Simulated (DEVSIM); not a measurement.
Structure: Schottky contact on p-type Si, at 250 K.

```
layer (left to right)  material  thickness (μm)  Na (cm⁻³)  τn (s)  τp (s)
---------------------  --------  --------------  ---------  ------  ------
1                            Si           0.450     2.1e15    2e-7    2e-7
```

Left contact: Schottky, work function 4.704 eV, emission velocity 6.3e6 cm/s. Right contact: ohmic. Voltage is applied to the left contact. Recombination: SRH at mid-gap, radiative. Mobility is constant in doping.

The device is made up for the run: typed textbook-type constants, with dimensions and the other settings drawn at random. Values at 300 K; Nc and Nv go as T^1.5, mobilities as T to minus their exponent, the gap by Varshni's rule with the affinity fixed.

```
parameter               Si
----------------  --------
gap (eV)             1.124
affinity (eV)         4.05
permittivity          11.7
Nc (cm⁻³)          2.86e19
Nv (cm⁻³)           3.1e19
μn (cm²/Vs)           1417
μp (cm²/Vs)            470
T exponent of μn       2.3
T exponent of μp       2.2
B (cm³/s)          4.7e-15
Varshni α (eV/K)  0.000473
Varshni β (K)          636
```

Model (solved in DEVSIM): 1D drift-diffusion, Boltzmann statistics, complete ionisation; no tunnelling, impact ionisation, image-force lowering or self-heating. Metal contacts follow the ideal Schottky-Mott rule: no Fermi-level pinning, no interface dipoles.

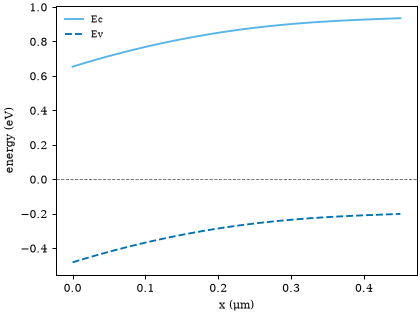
*Band edges at zero bias*

Energies count from the Fermi level of the right contact; mesh points crowd at the junctions.

```tsv
x (μm)	Ec (eV)	Ev (eV)	n (cm⁻³)	p (cm⁻³)	field (V/cm)
0.000	0.654	-0.482	1400000	4.5e9	13000
0.005384	0.661	-0.475	1000000	6.2e9	13000
0.01328	0.671	-0.465	640000	1.0e10	13000
0.02131	0.681	-0.455	400000	1.6e10	12000
0.03532	0.698	-0.438	180000	3.5e10	12000
0.05052	0.716	-0.420	80000	8.0e10	11000
0.06598	0.733	-0.403	36000	1.8e11	11000
0.09293	0.761	-0.375	9700	6.6e11	10000
0.1222	0.790	-0.347	2600	2.4e12	9100
0.1519	0.815	-0.321	800	8.0e12	8100
0.1956	0.848	-0.288	180	3.6e13	6700
0.2510	0.880	-0.256	< 1e2	1.6e14	5000
0.2886	0.897	-0.239	< 1e2	3.6e14	3900
0.3199	0.908	-0.228	< 1e2	6.0e14	3200
0.3596	0.919	-0.217	< 1e2	9.8e14	2300
0.3791	0.923	-0.213	< 1e2	1.2e15	2000
0.3954	0.926	-0.210	< 1e2	1.4e15	1800
0.4114	0.929	-0.207	< 1e2	1.6e15	1700
0.4261	0.931	-0.205	< 1e2	1.8e15	1600
0.4346	0.933	-0.203	< 1e2	1.9e15	1600
0.4429	0.934	-0.202	< 1e2	2.0e15	1500
0.4500	0.935	-0.201	< 1e2	2.1e15	1500
```
